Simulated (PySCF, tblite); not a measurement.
**C5H11Si radical: geometry, infrared bands and EPR parameters**

Aim: predict the infrared bands and EPR parameters of C5H11Si radical (`C[Si](C)C1CC1`).

Computed with tblite 0.8.0 and PySCF 2.14.0, with density-fitted response routines of our own, on a single molecule in the gas phase. Atoms are numbered from 0 throughout.

### Step 1. The molecule as given

17 atoms, charge 0, multiplicity 2; geometry from: force field or distance geometry start.

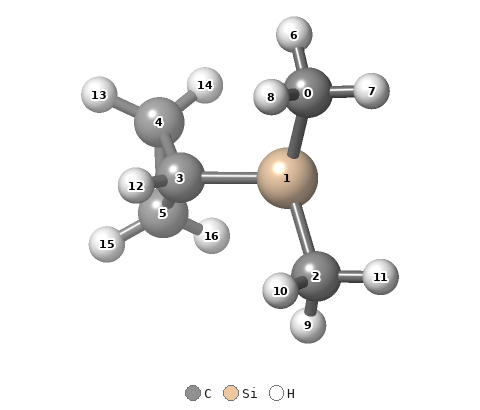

The starting geometry (carbon grey, silicon light orange, hydrogen white), atoms numbered.

### Step 2. Relaxing the molecule with GFN2-xTB

The job: settings as JSON, then the geometry in Å.

```
{"job": {"kind": "relax", "xc": "GFN2-xTB", "basis": "xTB"}, "charge": 0, "multiplicity": 2}
C     -1.514200     1.305900     1.083800
Si    -0.785800    -0.142500     0.211500
C     -1.790200    -0.715100    -1.210400
C      1.008900     0.153000    -0.259900
C      2.071900    -0.049500     0.803000
C      1.932600    -1.037100    -0.331900
H     -0.939800     1.584500     1.966500
H     -2.538900     1.100000     1.415800
H     -1.553600     2.179500     0.428200
H     -1.382300    -1.615700    -1.661600
H     -1.852500     0.056200    -1.992000
H     -2.827700    -0.944000    -0.903400
H      1.147800     0.945400    -0.960400
H      2.931500     0.621100     0.776400
H      1.804400    -0.371600     1.795500
H      2.698300    -1.029500    -1.088800
H      1.582600    -2.028400    -0.082200
```

Command:

```console
$ OMP_NUM_THREADS=1 python probes_run.py task.json out
```

The driver reads the jobs from task.json and runs them one after another.

Log:

```text
step      E/eV     max force
  0    -487.92878    1.917
  1    -488.03268    0.778
  2    -488.05400    0.531
  3    -488.07294    0.278
  4    -488.08115    0.178
  5    -488.08692    0.169
  6    -488.09081    0.158
  7    -488.09340    0.127
  8    -488.09497    0.080
  9    -488.09619    0.069
 10    -488.09724    0.075
 11    -488.09788    0.076
 12    -488.09823    0.053
 13    -488.09852    0.042
 14    -488.09885    0.064
 15    -488.09926    0.079
 16    -488.09976    0.079
 17    -488.10030    0.063
 18    -488.10082    0.049
 19    -488.10126    0.047
 20    -488.10163    0.055
 21    -488.10192    0.046
 22    -488.10210    0.028
 23    -488.10222    0.023
 24    -488.10232    0.029
 25    -488.10245    0.034
 26    -488.10260    0.029
 27    -488.10271    0.019
 28    -488.10278    0.017
 29    -488.10283    0.020
 30    -488.10291    0.024
 31    -488.10301    0.023
 32    -488.10309    0.015
 33    -488.10312    0.008
```

Run time: 0.15 s. Hardware: 1 thread of Arm Neoverse V2, shared host.

The steps of the relaxation: (not every step is listed)

```tsv
step	energy from step 0 (eV)	largest force (eV/Å)
0	0.0000	1.9171
1	-0.1039	0.7780
2	-0.1252	0.5311
3	-0.1442	0.2778
4	-0.1524	0.1780
5	-0.1581	0.1694
6	-0.1620	0.1578
7	-0.1646	0.1268
8	-0.1662	0.0796
10	-0.1685	0.0747
12	-0.1694	0.0528
14	-0.1701	0.0638
16	-0.1710	0.0786
18	-0.1720	0.0495
20	-0.1728	0.0554
22	-0.1733	0.0277
24	-0.1735	0.0290
26	-0.1738	0.0292
28	-0.1740	0.0174
29	-0.1740	0.0205
30	-0.1741	0.0242
31	-0.1742	0.0230
32	-0.1743	0.0153
33	-0.1743	0.0083
```

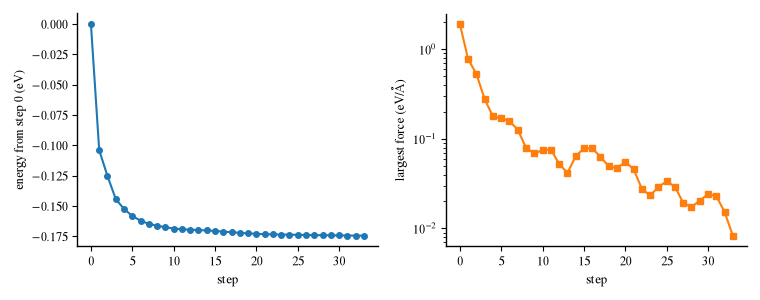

Energy and force, step by step.

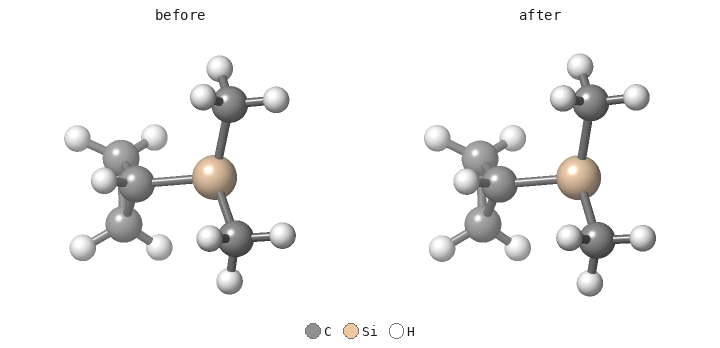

The geometry before (left) and after (right).

Distances of close pairs at the start and the end, largest changes first:

```tsv
bond	before (Å)	after (Å)	change (Å)
Si1–C2	1.833	1.908	+0.076
C0–Si1	1.841	1.908	+0.067
C3–H12	1.067	1.088	+0.021
C2–H11	1.106	1.086	-0.020
C4–C5	1.511	1.492	-0.019
C3–C4	1.517	1.503	-0.014
Si1–C3	1.879	1.893	+0.014
C0–H7	1.097	1.086	-0.011
```

The next job starts from the end point, and lists it.

### Step 3. Infrared spectrum with GFN2-xTB

The job: settings as JSON, then the geometry in Å.

```
{"job": {"kind": "ir", "xc": "GFN2-xTB", "basis": "xTB"}, "charge": 0, "multiplicity": 2}
C     -1.538117     1.336831     1.111424
Si    -0.805251    -0.223438     0.293146
C     -1.823043    -0.732854    -1.238412
C      0.992236     0.096823    -0.205690
C      2.106852    -0.052537     0.790758
C      1.973390    -1.034813    -0.324587
H     -0.961500     1.644616     1.978300
H     -2.561331     1.170257     1.433584
H     -1.545350     2.168408     0.408194
H     -1.410201    -1.613914    -1.720089
H     -1.833334     0.070436    -1.973812
H     -2.853391    -0.949284    -0.973489
H      1.134995     0.896916    -0.928577
H      2.923271     0.654208     0.759768
H      1.859369    -0.381739     1.788910
H      2.698364    -1.005918    -1.124957
H      1.636043    -2.031968    -0.084382
```

Log:

```text
mode    cm-1     km/mol
  1      15.4      0.10
  2     107.2      0.10
  3     113.5      0.10
  4     114.7      0.29
  5     158.3      2.47
  6     164.2      1.17
  7     284.7      2.80
  8     289.1      7.17
  9     607.5      9.02
 10     701.7     32.04
 11     747.3     40.72
 12     785.5      0.51
 13     807.1      0.83
 14     813.4     74.15
 15     839.8     77.66
 16     842.8     26.78
 17     850.7    139.17
 18     963.8      0.62
 19    1002.2     30.67
 20    1020.8     22.10
 21    1070.3      0.68
 22    1071.9      0.23
 23    1105.1      0.27
 24    1159.0      0.01
 25    1240.6      2.90
 26    1345.1      8.32
 27    1360.0      3.72
 28    1366.7      1.26
 29    1447.3      0.08
 30    1482.4      0.07
 31    1486.3      0.48
 32    1487.9      1.02
 33    1488.6      1.01
 34    1492.9      0.92
 35    2970.8     28.53
 36    2988.2      0.31
 37    2993.1     75.46
 38    3043.3      4.35
 39    3044.1     12.03
 40    3046.0     20.64
 41    3047.6     61.95
 42    3075.5     12.00
 43    3079.3     33.13
 44    3082.1     35.95
 45    3096.4     78.12
```

Run time: 0.41 s. Hardware: 1 thread of Arm Neoverse V2, shared host.

Which atoms move in the most intense modes:

```tsv
cm⁻¹	km/mol	atoms
747	40.7	Si1 26 %, C0 19 %, C2 19 %
813	74.2	H6 20 %, H9 20 %, Si1 14 %
840	77.7	H10 22 %, H8 22 %, H9 10 %, H6 10 %
851	139.2	H11 20 %, H7 20 %, Si1 12 %, H9 11 %
2993	75.5	H8 50 %, H10 42 %
3048	62.0	H7 52 %, H11 35 %
3082	36.0	H16 44 %, H14 41 %
3096	78.1	H16 30 %, H14 28 %, H13 16 %, H15 16 %
```

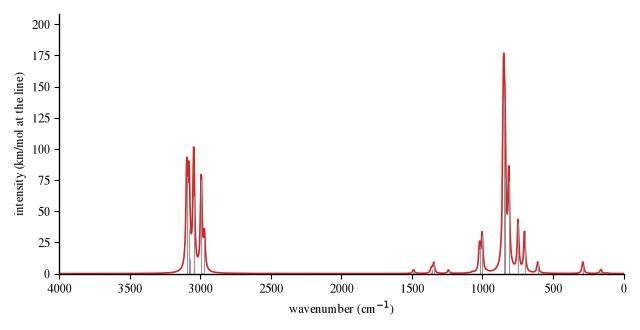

The infrared spectrum from these modes, unscaled. Lines are broadened to a width of 14 cm⁻¹ (Lorentzian).

### Step 4. EPR parameters: B3LYP/pcH-1

The job, as its differences from that of step 3:

```diff
@@ -1,2 +1,2 @@
-{"job": {"kind": "ir", "xc": "GFN2-xTB", "basis": "xTB"}, "charge": 0, "multiplicity": 2}
+{"job": {"kind": "epr", "basis": "pcH-1"}, "charge": 0, "multiplicity": 2}
 C     -1.538117     1.336831     1.111424
```

Method: UKS B3LYP, pcH-1 on C H Si, non-relativistic, mean-field spin-orbit, GIAO.

Log:

```text
UKS, coarse grid
  cycle   1  E = -486.53380130  |g| = 4.27e-01
  cycle   2  E = -486.49032007  |g| = 5.16e-01
  cycle   3  E = -486.62592566  |g| = 2.74e-02
  cycle   4  E = -486.62613221  |g| = 1.79e-02
  cycle   5  E = -486.62628049  |g| = 5.39e-03
  cycle   6  E = -486.62629588  |g| = 7.51e-04
  cycle   7  E = -486.62629652  |g| = 3.37e-04
UKS, final grid
  cycle   1  E = -486.62632001  |g| = 3.69e-04
  cycle   2  E = -486.62631997  |g| = 4.73e-04
  cycle   3  E = -486.62632008  |g| = 3.58e-05
  cycle   4  E = -486.62632008  |g| = 9.34e-06
E = -486.62632008 Eh   <S^2> = 0.7512 (exact 0.7500)
g shifts (ppm)      1          2          3
  rmc          -137       -137       -137
  gc              2         59         59
  oz_so         -68        749       1969
  total        -203        671       1891
hyperfine (MHz)  atom isotope    a_iso     a_fc   dipolar eigenvalues
    0   13C      32.90      32.88     -4.41     -4.22      8.64
    1  29Si    -492.53    -493.46   -163.95     81.84     82.11
    2   13C      32.92      32.90     -4.42     -4.22      8.64
    3   13C      26.99      26.98     -3.75     -3.74      7.48
    4   13C       5.50       5.51     -0.88     -0.32      1.21
    5   13C       5.51       5.52     -0.88     -0.33      1.21
    6    1H       0.92       0.92     -4.39     -2.45      6.84
    7    1H       1.20       1.19     -4.39     -2.49      6.88
    8    1H      55.05      55.05     -4.04      0.00      4.03
    9    1H       0.95       0.94     -4.39     -2.45      6.84
   10    1H      55.06      55.06     -4.04      0.00      4.03
   11    1H       1.18       1.17     -4.39     -2.49      6.88
   12    1H      41.76      41.76     -3.81     -0.19      4.01
   13    1H      -0.84      -0.84     -1.46     -0.86      2.32
   14    1H      -0.74      -0.73     -3.21     -2.12      5.33
   15    1H      -0.84      -0.84     -1.46     -0.86      2.32
   16    1H      -0.73      -0.73     -3.20     -2.12      5.32
```

It took 58 s on 1 thread of Arm Neoverse V2, shared host; peak memory 0.96 GiB.

Principal g values 2.00212, 2.00299, 2.00421; g(iso) = 2.00311, against 2.00232 for a free electron.

Hyperfine couplings; where a row names several nuclei, a(iso) is their mean (it holds for fast rotation or exchange) and the dipolar term the largest among them:

```tsv
nuclei	isotope	a(iso) (MHz)	a(iso) (G, at g = 2.0023)	largest dipolar term (MHz)
Si1	29Si	-492.5	-175.7	-164.0
H12	1H	41.8	14.9	4.0
C0, C2	13C	32.9	11.7	8.6
C3	13C	27.0	9.6	7.5
H6, H7, H8, H9, H10, H11	1H	19.1	6.8	6.9
C4, C5	13C	5.5	2.0	1.2
H13, H15	1H	-0.8	-0.3	2.3
H14, H16	1H	-0.7	-0.3	5.3
```

Mulliken spin populations:

C0 0.00; Si1 0.94; C2 0.00; C3 0.00; C4 0.00; C5 0.00; H6 0.00; H7 0.00; H8 0.03; H9 0.00; H10 0.03; H11 0.00; H12 0.02; H13 0.00; H14 0.00; H15 0.00; H16 0.00

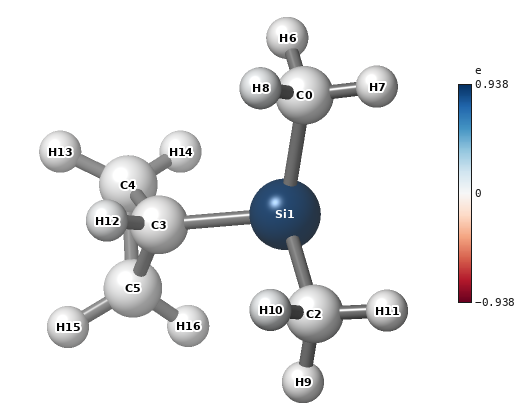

Mulliken spin populations, as colours on the atoms.

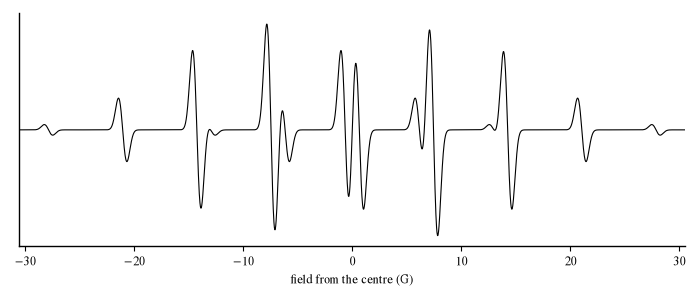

First-order isotropic spectrum (first derivative, main isotopes with spin only, couplings over 0.8 MHz, Gaussian width 0.3 G; couplings of the frozen geometry, rotation of groups not averaged beyond the rows shown).

Orbitals, density, ELF and potential are computed afterwards from the orbital file.

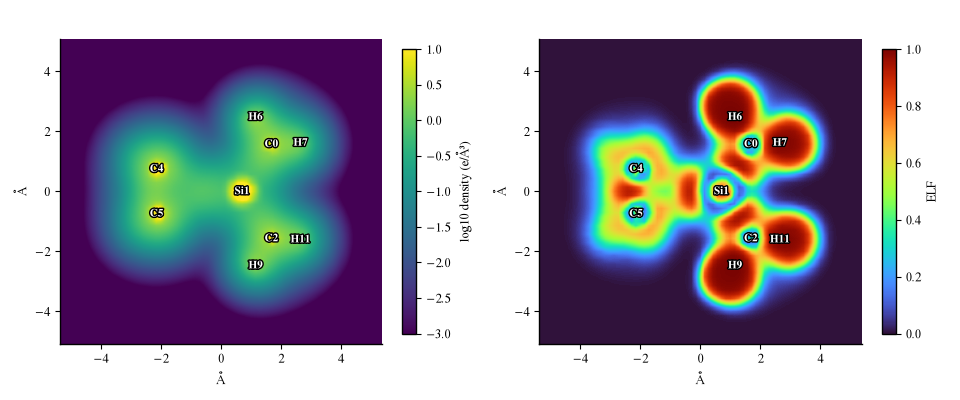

Density (left) and ELF (right) in a plane through or near 9 of the atoms.

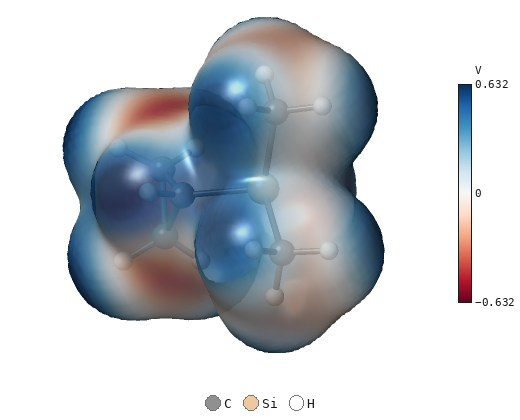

The potential that a unit positive charge feels on the 0.002 e/bohr³ surface, from -0.45 V near C5 to 0.63 V near H12.

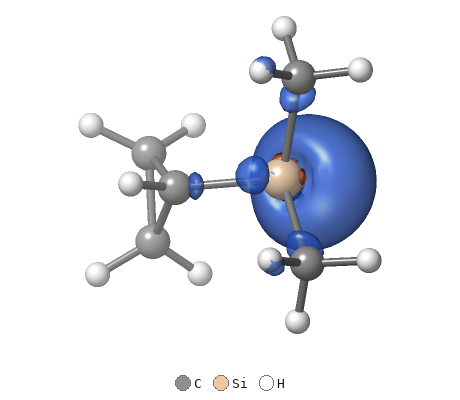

Spin density at ±0.04 e/Å³ (alpha excess blue, beta excess red).

### Step 5. Outcome

| quantity | value |
| --- | --- |
| strongest single infrared mode (GFN2-xTB) | 851 cm⁻¹, 139 km/mol |
| zero-point energy (GFN2-xTB) | 90.5 kcal/mol |
| g(iso) (B3LYP) | 2.00311 |
| ⟨S²⟩ | 0.751 (exact 0.75) |
| largest a(iso) (averaged by class) | 29Si on Si1, -492.5 MHz |
| potential on the surface of density 0.002 e/bohr³, 1st and 99th percentile | -0.45 V and 0.63 V |

What this shows: Over 33 steps the energy fell by 0.174 eV; of the close pairs, Si1–C2 changed most, 1.833 to 1.908 Å. All 45 modes are real, so the xTB geometry is a minimum. The strongest single mode, at 851 cm⁻¹, is spread over many atoms; the largest shares are those of H11, H7. Unscaled tight-binding wavenumbers are off by several per cent, some by more. Its intensities can rank the bands wrongly. Most of the unpaired spin sits on Si1 (0.94 e). The isotropic g lies 0.8 ppt above the free-electron value. These values are for one conformer; the search (at its own cheap level) found 2 more, at 0.10, 0.70 kcal/mol, and measured spectra average over such forms.
